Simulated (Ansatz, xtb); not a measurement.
How methods differ on GeHF2 (SMILES [F][GeH][F])

GeHF2 has 4 atoms, charge 0, and is taken as a doublet. SMILES: `[F][GeH][F]`. The coordinates come from a PBE0-D4/def2-TZVP relaxation.

```
atom    x (Å)    y (Å)    z (Å)
   F  -0.2503  -0.0504   1.5519
  Ge   0.4994  -0.0865  -0.0095
   F  -0.4468  -1.2348  -0.8968
   H   0.2532   1.3114  -0.6658
```

Each level gives the dipole moment (D). The values are calculated.

| level | kind | program | value (D) | CPU time |
| --- | --- | --- | --- | --- |
| GFN2-xTB | semi-empirical | xtb | 2.81 | under 2 s |
| GFN0-xTB | semi-empirical | xtb | 2.02 | under 2 s |
| GFN1-xTB | semi-empirical | xtb | 2.66 | under 2 s |
| UHF/STO-3G | Hartree–Fock | Ansatz | 1.79 | 0.56 s |
| UHF/3-21G | Hartree–Fock | Ansatz | 3.20 | 0.77 s |
| UHF/def2-SVP | Hartree–Fock | Ansatz | 3.04 | 2.2 s |
| UPBE/cc-pVDZ | GGA | Ansatz | 2.10 | 6.7 s |
| UB3LYP/6-31G* (spherical functions) | global hybrid | Ansatz | 2.29 | 8.1 s |
| UPBE0/def2-SVP | global hybrid | Ansatz | 2.43 | 7.8 s |
| UB3LYP/6-31G* (Cartesian functions) | global hybrid | Ansatz | 2.28 | 8.2 s |

All-electron rows without a relativistic Hamiltonian named are non-relativistic. The values span 1.79 to 3.20 D. Sets without polarisation functions give poor dipoles. CPU times are rough (shared hosts, several kinds of processor): they show what a rung costs within a factor of a few.

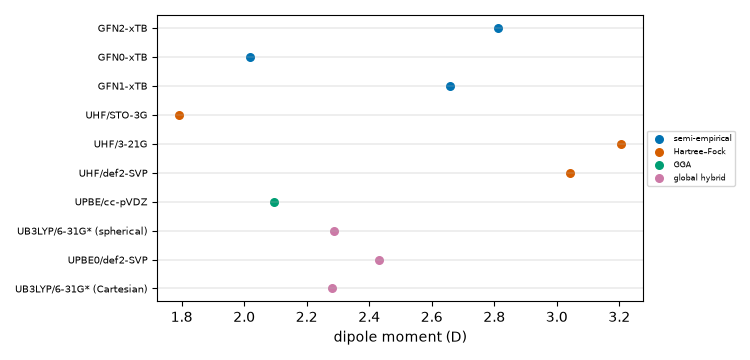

The values of the table, level by level.
